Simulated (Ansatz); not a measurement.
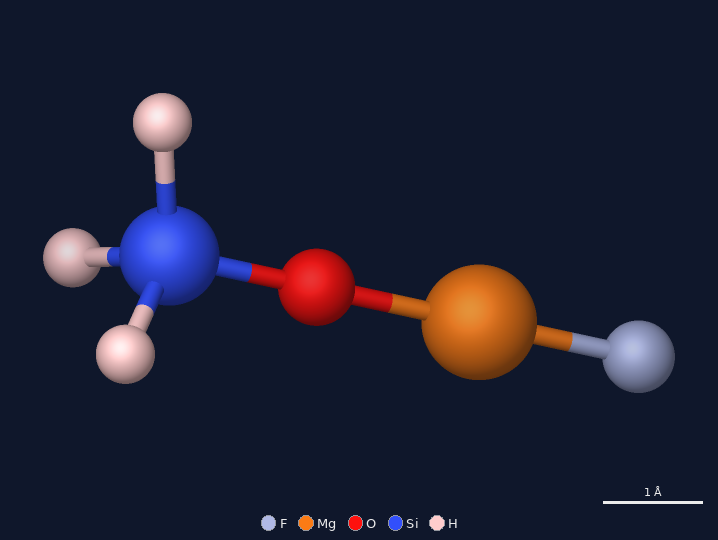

The computed structure is the end point of a PBE0-D4/def2-TZVP optimisation.

Identify the structure.

Formula FH3MgOSi. As SMILES it reads `[F][Mg][O][SiH3]`. Among its groups: Si–H bond, Si–O bond. Coordination: 1 Mg linear; 1 O linear; 1 Si tetrahedral.

More results for the same structure follow; atom numbers are the same in all pictures, views and colours differ.

**Shape**

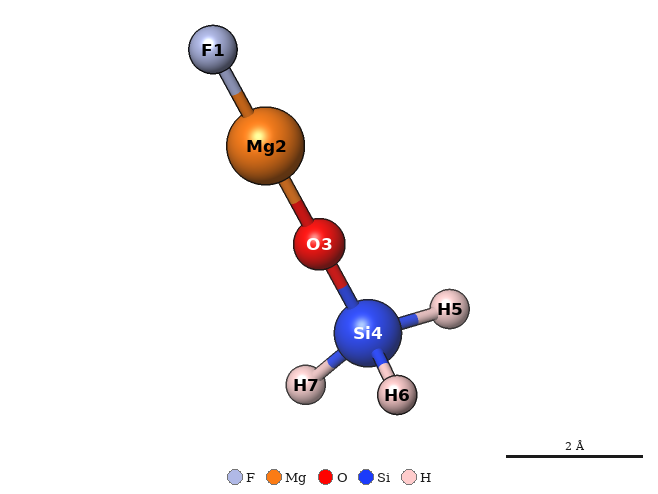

Numbered structure.

Estimate the angles F1–Mg2–O3, Mg2–O3–Si4, O3–Si4–H5, H5–Si4–H6.

```json
{"angle": "F1–Mg2–O3", "degrees": "180.0"}
{"angle": "Mg2–O3–Si4", "degrees": "180.0"}
{"angle": "O3–Si4–H5", "degrees": "111.2"}
{"angle": "H5–Si4–H6", "degrees": "107.7"}
```

**Vibrations**

Harmonic vibrations computed with RKS PBE0-D4/def2-TZVP (Ansatz 0.2.0) at a stationary point of the same level.

**List the wavenumbers.**

15 modes: 60, 60, 163, 163, 411, 734, 734, 788, 958, 958, 998, 1110, 2187, 2187, 2199 cm⁻¹.

**Electronic properties**

Properties computed with RKS PBE0-D4/def2-TZVPP (Ansatz 0.2.0).

What does the calculation give?

- HOMO energy (Kohn–Sham orbital): −8.28 eV
- LUMO energy (Kohn–Sham orbital): −1.70 eV
- HOMO–LUMO gap: 6.58 eV
- dispersion correction: −9.1 kJ/mol

**Charges**

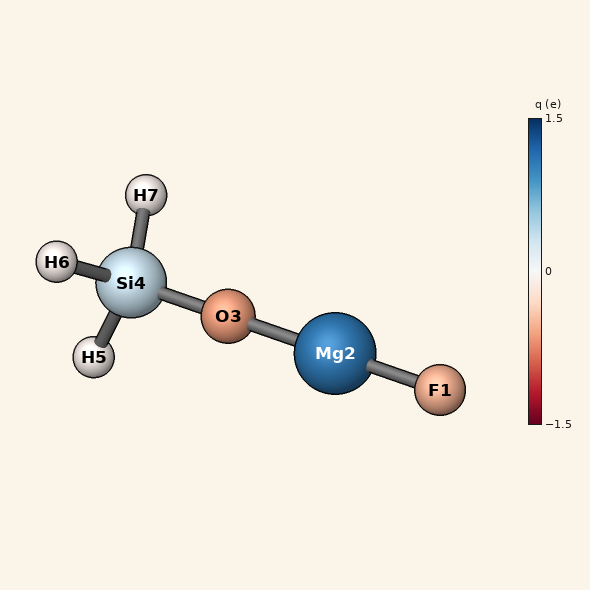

Atoms are coloured by their Mulliken charges. Method: RKS PBE-D4/def2-TZVPP (Ansatz 0.2.0).

Give the Mulliken charges atom by atom.

```json
{"atom": "F1", "value (e)": "−0.52"}
{"atom": "Mg2", "value (e)": "1.06"}
{"atom": "O3", "value (e)": "−0.62"}
{"atom": "Si4", "value (e)": "0.33"}
{"atom": "H5", "value (e)": "−0.08"}
{"atom": "H6", "value (e)": "−0.08"}
{"atom": "H7", "value (e)": "−0.08"}
```

Mulliken values depend strongly on the basis set and can even reverse the polarity of a bond.
